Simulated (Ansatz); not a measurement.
# FH₁₀N₂OSi₃ (doublet): what the fields show

| atom | x (Å) | y (Å) | z (Å) |
| --- | --- | --- | --- |
| Si | 0.7933 | 0.3728 | 1.0497 |
| N | 0.7709 | -1.0095 | -0.2128 |
| Si | 0.4578 | -0.6391 | -1.9015 |
| N | -0.5981 | 1.3250 | 0.5642 |
| Si | -2.2634 | 0.8495 | 0.5883 |
| F | 0.2628 | -0.4391 | 2.3373 |
| H | 1.9723 | -1.0276 | 0.2465 |
| O | 2.5701 | -0.4821 | 1.1650 |
| H | 0.2566 | -1.8149 | 0.1348 |
| H | 1.3102 | 0.5241 | -2.2454 |
| H | 0.8439 | -1.8120 | -2.7269 |
| H | -0.9699 | -0.3227 | -2.1442 |
| H | -0.4136 | 2.3141 | 0.4894 |
| H | -2.9742 | 1.2008 | 1.8483 |
| H | -2.3020 | -0.6282 | 0.4279 |
| H | -3.0046 | 1.4811 | -0.5387 |
| H | 3.2877 | 0.1078 | 0.9182 |

A transition-state structure; geometry: PBE0-D4/def2-TZVP.

The calculation used UKS PBE0-D4/def2-TZVPP in Ansatz.

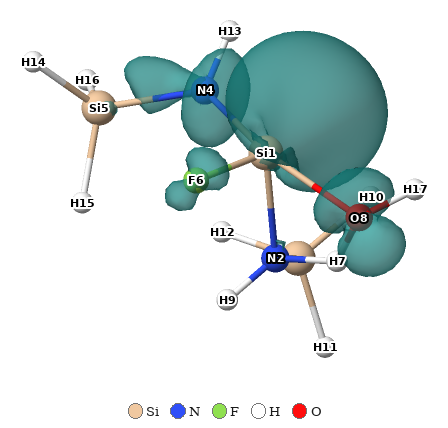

Figure 1. Isosurfaces of the spin density (α minus β) at +0.02 (teal) and −0.02 e/Å³ (pink), seen at an oblique angle.

**Which atoms carry the spin?**

The unpaired spin (1 electron) lies mostly on Si1 (about 0.7), O8 (about 0.1) and N4 (about 0.1), in electrons by Hirshfeld's partition.

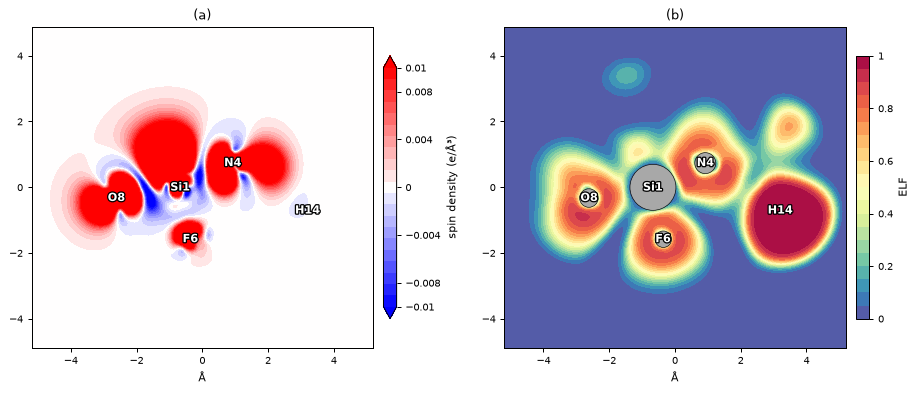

Figure 2. (a) spin density (α minus β); (b) ELF on the plane of atoms N4, Si1 and O8. Grey discs cover the atomic cores in the ELF map.

**What does the map show?**

The section cuts through Si, N, F, O and H sites.
Si–F (1.61 Å): the ELF peaks at about 0.85 in the valence shell of F, 0.6 Å from its nucleus, and is about 0.55 at the midpoint.
Si–N (1.75 Å): the ELF peaks at about 0.90 between the atoms; a polar covalent bond.
Si–O (1.98 Å): the ELF peaks at about 0.90 in the valence shell of O, 0.6 Å from its nucleus, and is about 0.65 at the midpoint.
The ELF also peaks beside F6 and O8, away from the bonds: non-bonding electrons, paired or unpaired.

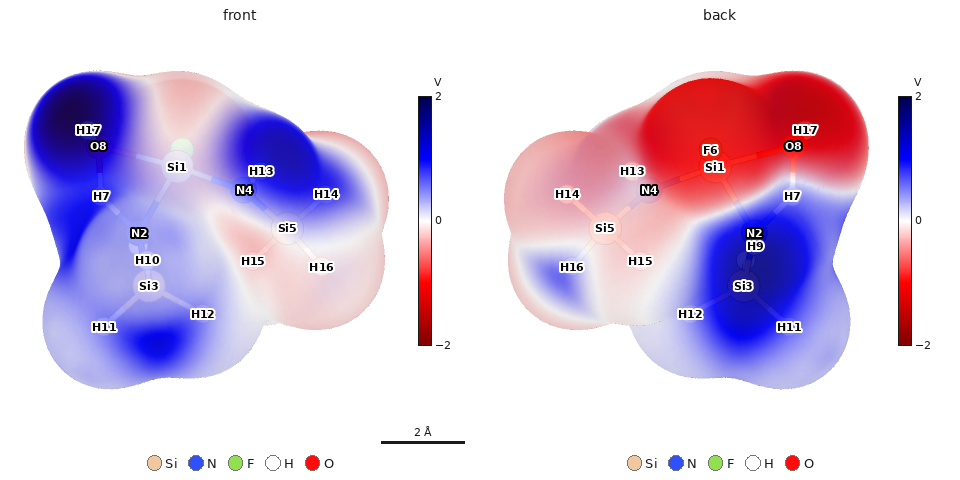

Figure 3. The molecular electrostatic potential painted on the density surface at 0.001 e/bohr³, seen from the front and from behind; the colour scale runs from red (negative) to blue (positive).

**Where is the surface potential most negative and most positive?**

The most negative region (about −1.3 V, or −30 kcal/mol for a unit charge) lies over F6 and O8, the most positive (about +1.9 V, or +44 kcal/mol for a unit charge) over H17.
